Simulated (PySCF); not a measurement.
The calculation's input:

```
{"job": {"kind": "nmr", "xc": "PBE0", "basis": "pcSseg-1"}, "charge": 0, "multiplicity": 1}
C      2.700817     1.475875    -0.515881
C      2.619209     0.409331     0.023235
C      2.457306    -0.892570     0.608043
S      1.541610    -2.036662    -0.517695
Si    -0.291351    -0.980182    -0.790660
S     -0.888588    -0.216479     1.131717
C     -2.398754     0.615714     0.827175
C     -3.068243     0.698676    -0.307787
H      2.803568     2.422211    -0.956504
H      1.900225    -0.836773     1.544245
H      3.422693    -1.370318     0.775205
H     -0.104555     0.143887    -1.696068
H     -1.222231    -1.990995    -1.256295
H     -2.750492     1.083197     1.734174
H     -3.992639     1.248298    -0.352491
H     -2.736174     0.235733    -1.220329
```

Launched as:

```sh
OMP_NUM_THREADS=1 python probes_run.py task.json out
```

Geometry: GFN2-xTB.

Computed with PBE0/pcSseg-1, SCF density, gas phase, non-relativistic (PySCF 2.14.0).

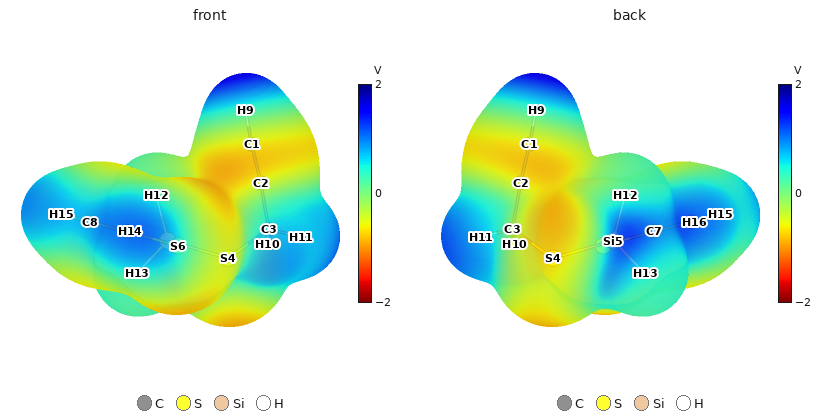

C5H8S2Si. The molecular electrostatic potential painted on the density surface at 0.002 e/bohr³, seen from the front and from behind; the colour scale runs from red (negative) to blue (positive).

> Describe the electrostatic potential map.

The most negative region (about −0.9 V) lies over C1, C2, S4 and S6, the most positive (about +1.6 V) over H9.

> How polar is the molecule by this calculation?

Its dipole moment is 1.41 D.
